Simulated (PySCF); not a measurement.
**Run report: C6H6S2 (charge −1), EPR calculation**

The run: EPR calculation of C6H6S2, charge −1, multiplicity 2. Method and program: UKS B3LYP, pcH-1 on C H S, non-relativistic, mean-field spin-orbit, GIAO (PySCF 2.14.0).

It belongs to a series of runs on one base structure; here: electron added.

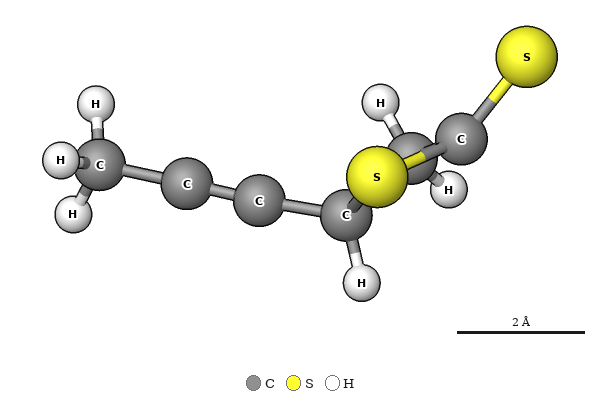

**Figure 1.** The input geometry (ball-and-stick view, seen at a tilt). Bond lengths as drawn: C–C 1.20 to 1.53 Å, C–H 1.09 to 1.10 Å and C–S 1.67 to 1.87 Å.

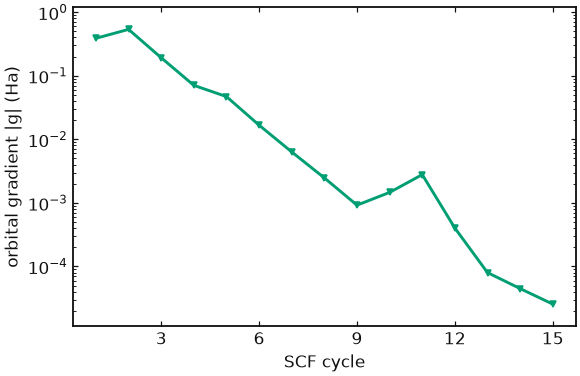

**Figure 2.** Convergence of the self-consistent field: orbital gradient |g| against the SCF cycle. All cycles printed in the log are drawn one after another.

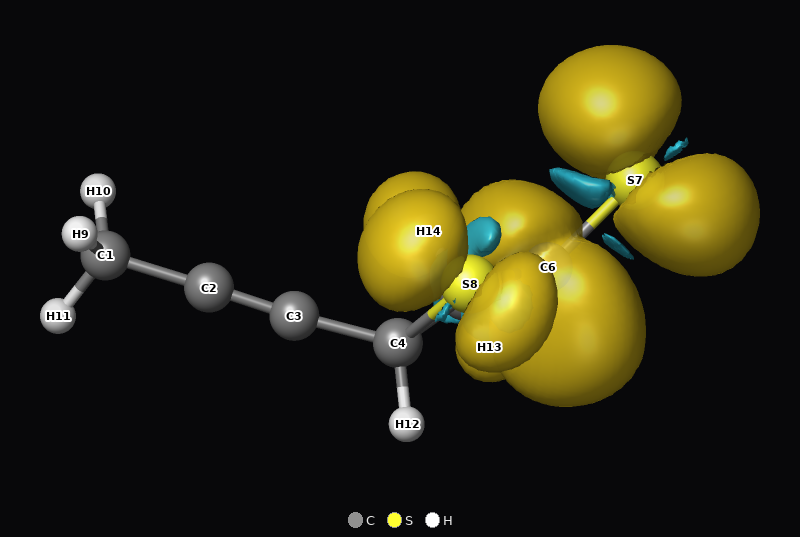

**Figure 3.** Isosurfaces of the spin density at +0.008 (yellow) and −0.008 e/Å³ (cyan), seen at a tilt. The unpaired spin (1 electron) lies mostly on C6 (about 0.5), S7 (about 0.3) and S8 (about 0.1), in electrons by Hirshfeld's partition.

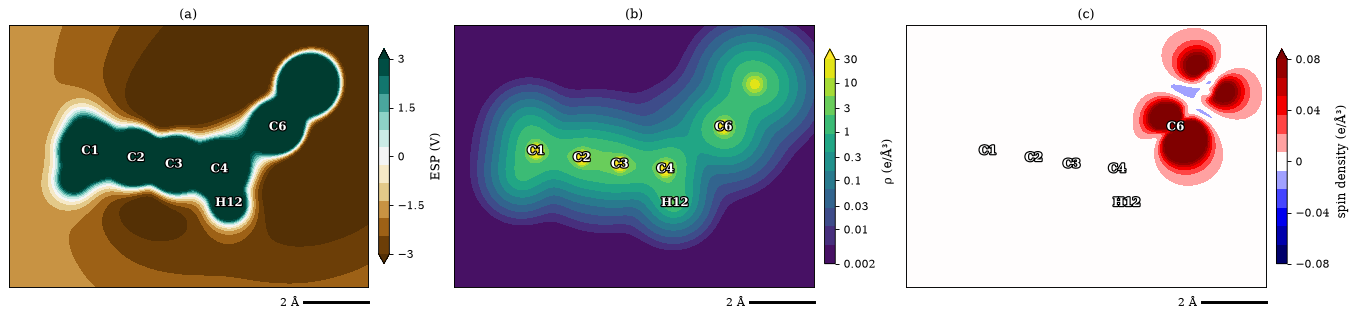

**Figure 4.** (a) electrostatic potential; (b) electron density; (c) spin density on the plane of atoms C3, C4 and H12. C–C (1.20 Å): ρ at the midpoint is about 2.7 e/Å³. C–H (1.09 Å): ρ at the midpoint is about 2 e/Å³. The unpaired spin (1 electron) lies mostly on C6 (about 0.5), S7 (about 0.3) and S8 (about 0.1), in electrons by Hirshfeld's partition.

These pictures come from the run below.

## Input
```
{"job": {"kind": "epr", "basis": "pcH-1"}, "charge": -1, "multiplicity": 2}
C      3.073451     0.094445     0.295275
C      1.688227    -0.072268    -0.100909
C      0.544627    -0.240851    -0.427153
C     -0.838559    -0.361389    -0.775868
C     -1.822603    -0.414643     0.393606
C     -2.799834     0.570145    -0.196173
S     -3.943663     1.439534     0.651955
S     -1.607231     1.200897    -1.464470
H      3.538318     0.887792    -0.292314
H      3.130469     0.362110     1.351747
H      3.629303    -0.831980     0.136639
H     -0.989818    -1.163404    -1.505318
H     -2.256786    -1.403932     0.589247
H     -1.346578    -0.066928     1.321571
```

The first line tells a small driver script what to run in PySCF; the rest is the geometry in Å.

Command:
```bash
OMP_NUM_THREADS=1 python <driver script> task.json out
```

## What the program printed
```
UKS, coarse grid
  cycle   1  E = -1028.48599404  |g| = 3.88e-01
  cycle   2  E = -1028.32160840  |g| = 5.36e-01
  cycle   3  E = -1028.55555633  |g| = 1.92e-01
  cycle   4  E = -1028.57750567  |g| = 7.06e-02
  cycle   5  E = -1028.57900814  |g| = 4.70e-02
  cycle   6  E = -1028.58010449  |g| = 1.67e-02
  cycle   7  E = -1028.58023882  |g| = 6.33e-03
  cycle   8  E = -1028.58025825  |g| = 2.47e-03
  cycle   9  E = -1028.58026093  |g| = 9.20e-04
UKS, final grid
  cycle   1  E = -1028.58022981  |g| = 1.46e-03
  cycle   2  E = -1028.58022712  |g| = 2.78e-03
  cycle   3  E = -1028.58023080  |g| = 4.01e-04
  cycle   4  E = -1028.58023088  |g| = 7.99e-05
  cycle   5  E = -1028.58023089  |g| = 4.48e-05
  cycle   6  E = -1028.58023089  |g| = 2.55e-05
E = -1028.58023089 Eh   <S^2> = 0.7544 (exact 0.7500)
g shifts (ppm)      1          2          3
  rmc          -180       -180       -180
  gc             12        -21         -6
  oz_so         -83       5388      12328
  total        -251       5187      12142
hyperfine (MHz)  atom isotope    a_iso     a_fc   dipolar eigenvalues
    0   13C       0.09       0.09     -0.10     -0.09      0.19
    1   13C       0.99       0.97     -0.86     -0.20      1.06
    2   13C      -1.46      -1.46     -0.48     -0.03      0.51
    3   13C       6.85       6.84     -1.26     -0.59      1.86
    4   13C       3.60       3.59     -2.92     -1.12      4.03
    5   13C     213.84     213.47    -55.32    -54.90    110.22
    6   33S       5.20       4.94    -28.21    -24.26     52.47
    7   33S       6.09       6.25    -13.08     -8.77     21.85
    8    1H      -0.23      -0.23     -0.30     -0.29      0.59
    9    1H       0.44       0.44     -0.33     -0.30      0.64
   10    1H       0.52       0.52     -0.26     -0.25      0.51
   11    1H      -1.75      -1.76     -2.52     -2.08      4.60
   12    1H      41.64      41.64     -4.93     -3.01      7.94
   13    1H      66.64      66.63     -3.51     -2.61      6.11
```

## Results in brief

| quantity | value |
| --- | --- |
| outcome | converged |
| total energy | −1028.580231 hartree |
| ⟨S²⟩ | 0.754 |
| isotropic g | 2.0080 |
| hardware | 1 CPU thread, shared host |
| wall time | 99 s |
| peak memory | 0.97 GiB |
